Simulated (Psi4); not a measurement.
# CH4NSi (SMILES C=N[SiH2]) at UMP2/pcseg-0 (density fitting, density fitting for correlation, sweep point 1)

What is the energy change on altering one bond length of CH4NSi at UMP2/pcseg-0 (density fitting, density fitting for correlation, sweep point 1)? 

The calculation is run with Psi4 1.11.

## 1. The system as given

The species is CH4NSi (7 atoms), meant as a doublet with charge 0. SMILES: `C=N[SiH2]`. The coordinates come from a GFN2-xTB relaxation.

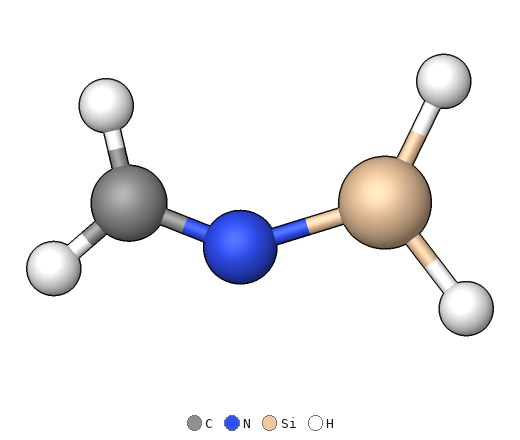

The structure, seen from a chosen angle (carbon grey, nitrogen blue, silicon light orange, hydrogen white).

## 2. A single-point energy at UMP2/pcseg-0 (density fitting, density fitting for correlation, sweep point 1)

The input, calc.inp:

```
memory 1600 MB

molecule m {
  0 2
  C     -1.243710    -0.210880    -0.669260
  N     -0.016440    -0.432190    -0.308170
  Si     1.178680     0.190460     0.630130
  H     -1.697610    -0.908750    -1.356980
  H     -1.844990     0.624540    -0.331550
  H      1.258060     1.367600     1.486690
  H      2.366000    -0.630770     0.549130
  units angstrom
  symmetry c1
}

set {
  basis           pcseg-0
  reference       uhf
  puream          true
  scf_type        df
  num_frozen_docc 7
  maxiter         150
}

energy("mp2")
```

Started as:

```console
$ psi4 calc.inp calc.out -n 1
```

calc.out:

```text
[...]
  Running in c1 symmetry.
[...]
  Nuclear repulsion =   94.134155473035250
[...]
  Multiplicity = 2
[...]
  Nalpha       = 16
  Nbeta        = 15
[...]
    Number of basis functions: 39
[...]
   @DF-UHF iter   1:  -382.74019342427943   -5.95673e-01   9.02600e-03 ADIIS/DIIS
[...]
   @DF-UHF iter  17:  -382.84077446934651   -1.19371e-12   5.26407e-09 DIIS
[...]
   @S^2 Observed:                9.655523859E-01
[...]
    Orbital Energies [Eh]
    ---------------------
    Alpha Occupied:
       1A    -68.746364     2A    -15.552347     3A    -11.287815
       4A     -6.071388     5A     -4.283499     6A     -4.275997
       7A     -4.274479     8A     -1.183275     9A     -0.879389
      10A     -0.725216    11A     -0.645055    12A     -0.601334
      13A     -0.501246    14A     -0.477221    15A     -0.370838
      16A     -0.287176
    Alpha Virtual:
      17A      0.138491    18A      0.168019    19A      0.191431
      20A      0.234511    21A      0.274326    22A      0.309209
      23A      0.352393    24A      0.480909    25A      0.710979
[...]
  @DF-UHF Final Energy:  -382.84077446934651
   => Energetics <=
    Nuclear Repulsion Energy =             94.1341554730352499
    One-Electron Energy =                -713.9504220293938488
    Two-Electron Energy =                 236.9754920870120998
    Total Energy =                       -382.8407744693465702
  UHF NO Occupations:
  HONO-2 :   14  A 1.9955772
  HONO-1 :   15  A 1.8956834
[...]
 Multipole Moments:
 ------------------------------------------------------------------------------------
     Multipole            Electronic (a.u.)      Nuclear  (a.u.)        Total (a.u.)
 ------------------------------------------------------------------------------------
 L = 1.  Multiply by 2.5417464519 to convert [e a0] to [Debye]
 Dipole X            :          0.6385900           -1.0609931           -0.4224031
 Dipole Y            :         -0.0530705            0.6114941            0.5584236
 Dipole Z            :          0.2386884           -0.0257262            0.2129622
 Magnitude           :                                                    0.7318566
[...]
```

Wall time 1 s (1 thread of AMD EPYC 9R45 (Zen 5), shared host); peak memory 0.19 GiB.

## 3. The distorted shape at the same level

The input, input.inp:

```
memory 1.6 GB

molecule {
  0 2
  C     -1.016771     0.138038    -0.325417
  N      0.210499    -0.083272     0.035673
  Si     1.405619     0.539378     0.973973
  H     -1.697610    -0.908750    -1.356980
  H     -1.618051     0.973458     0.012293
  H      1.484999     1.716518     1.830533
  H      2.592939    -0.281852     0.892973
  symmetry c1
}

set basis pcseg-0
set reference uhf
set puream true
set scf_type df
set num_frozen_docc 7
set maxiter 150

energy("mp2")
```

Started as:

```console
$ psi4 input.inp input.out -n 1
```

input.out:

```text
[...]
  Running in c1 symmetry.
[...]
  Nuclear repulsion =   92.504184531536154
[...]
  Multiplicity = 2
[...]
  Nalpha       = 16
  Nbeta        = 15
[...]
    Number of basis functions: 39
[...]
   @DF-UHF iter   1:  -382.67205249835860   -7.57582e-01   8.59706e-03 ADIIS/DIIS
[...]
   @DF-UHF iter  20:  -382.76294583792776   -4.32010e-12   5.30431e-09 DIIS
[...]
   @S^2 Observed:                1.106544619E+00
[...]
    Orbital Energies [Eh]
    ---------------------
    Alpha Occupied:
       1A    -68.756933     2A    -15.569217     3A    -11.338004
       4A     -6.081804     5A     -4.293804     6A     -4.286579
       7A     -4.284793     8A     -1.195952     9A     -0.870630
      10A     -0.732934    11A     -0.622615    12A     -0.571063
      13A     -0.492237    14A     -0.489778    15A     -0.355406
      16A     -0.297116
    Alpha Virtual:
      17A      0.125482    18A      0.145570    19A      0.157860
      20A      0.188690    21A      0.250608    22A      0.296795
      23A      0.344131    24A      0.480687    25A      0.702080
[...]
  @DF-UHF Final Energy:  -382.76294583792776
   => Energetics <=
    Nuclear Repulsion Energy =             92.5041845315361542
    One-Electron Energy =                -710.4384777572752228
    Two-Electron Energy =                 235.1713473878113234
    Total Energy =                       -382.7629458379277594
  UHF NO Occupations:
  HONO-2 :   14  A 1.9359384
  HONO-1 :   15  A 1.8856621
[...]
 Multipole Moments:
 ------------------------------------------------------------------------------------
     Multipole            Electronic (a.u.)      Nuclear  (a.u.)        Total (a.u.)
 ------------------------------------------------------------------------------------
 L = 1.  Multiply by 2.5417464519 to convert [e a0] to [Debye]
 Dipole X            :          1.0686077           -1.2588828           -0.1902750
 Dipole Y            :          0.4392060            0.3072394            0.7464453
 Dipole Z            :          0.7693603           -0.3255555            0.4438048
 Magnitude           :                                                    0.8890151
[...]
```

Run time: 1.1 s. Hardware: 1 thread of AMD EPYC 9R45 (Zen 5), shared host; peak memory 0.19 GiB.

## 4. Results

Level: UMP2/pcseg-0 (density fitting, density fitting for correlation, sweep point 1), 7 core orbitals frozen.

```
                                                                   quantity          value
                                                  first shape: total energy  -383.06769 Eh
    first shape: HOMO energy (Hartree–Fock orbitals) (highest over α and β)       -7.81 eV
     first shape: LUMO energy (Hartree–Fock orbitals) (lowest over α and β)        1.93 eV
                   first shape: correlation energy (7 core orbitals frozen)     -226.9 mEh
                             first shape: ⟨S²⟩ of the reference determinant          0.966
                                              distorted shape: total energy  -382.99509 Eh
distorted shape: HOMO energy (Hartree–Fock orbitals) (highest over α and β)       -8.08 eV
 distorted shape: LUMO energy (Hartree–Fock orbitals) (lowest over α and β)        1.81 eV
               distorted shape: correlation energy (7 core orbitals frozen)     -232.1 mEh
                         distorted shape: ⟨S²⟩ of the reference determinant          1.107
          energy change with the C1–H4 bond stretched from 1.080 to 1.620 Å       1.975 eV
```

What this shows: With the C1–H4 bond stretched from 1.080 to 1.620 Å the energy rises by 1.98 eV (191 kJ/mol). The first shape isn't relaxed at this level, so the change isn't measured from a minimum. ⟨S²⟩ (first shape) is 0.97 where a pure doublet has 0.75: the reference is spin-contaminated. ⟨S²⟩ (distorted shape) is 1.11 where a pure doublet has 0.75: the reference is spin-contaminated.
